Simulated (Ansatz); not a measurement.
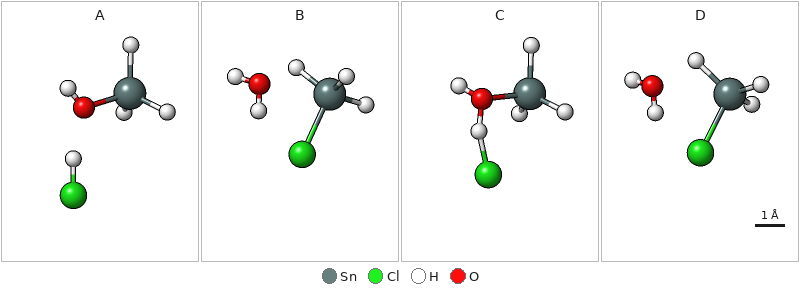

4 geometries from a converged minimum-energy path of SnH₅OCl, made up at the start of SnH3Cl and H₂O, shuffled. Style: ball-and-stick. Shown at a tilt.

Level of theory: RHF/def2-SVP in Ansatz 0.2.0. Set-up: 7 movable images; climbing image; force threshold 0.03 eV/Å; iteration limit 60; starting path through a guess of the saddle point.

Q: Which frame is the top of the path?

A: C. In order along the path, whose images run from 0 to 8: B (image 0, 0.00 eV), D (image 1, +0.06 eV), C (image 4, +1.30 eV), A (image 7, +0.89 eV). Breaking: H–O (0.95 → 1.88 Å), Cl–Sn (2.39 → 4.36 Å). Forming: Cl–H (2.71 → 1.29 Å), O–Sn (3.23 → 1.99 Å).

Limits of the set-up: the start holds two separate molecules, 2.7 Å apart at their closest, whose relative position is a soft coordinate and is computed without a dispersion correction; Hartree-Fock leaves out electron correlation.
